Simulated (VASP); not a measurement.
Band structure of VGe$_{2}$ (relaxed from the MoSi2 structure, space group I4/mmm). Level of theory: PBEsol GGA, VASP's PBE PAW potentials (set 64) (plane waves; VASP).

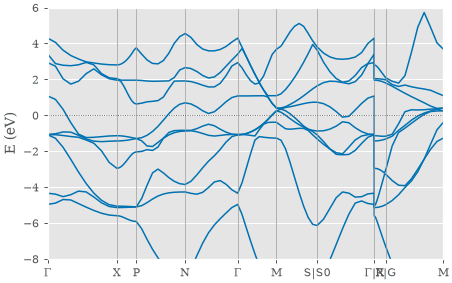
Figure: Bands along high-symmetry lines, zero at the valence-band maximum or, without a gap, the Fermi level

Q: Read the plot: is there a gap, and where are the band edges?

A: It has no gap at this level: it comes out as a metal or semimetal. (Edges off the drawn lines would not show.)

The structure was generated: VGe2 was put into the MoSi2 type (I4/mmm), which need not be its known phase. It was relaxed first, which changed the volume by +7 %. The run is not spin-polarised, so no magnetic state was tried. The electron count is odd and the run is not spin-polarised, which forces a metal.
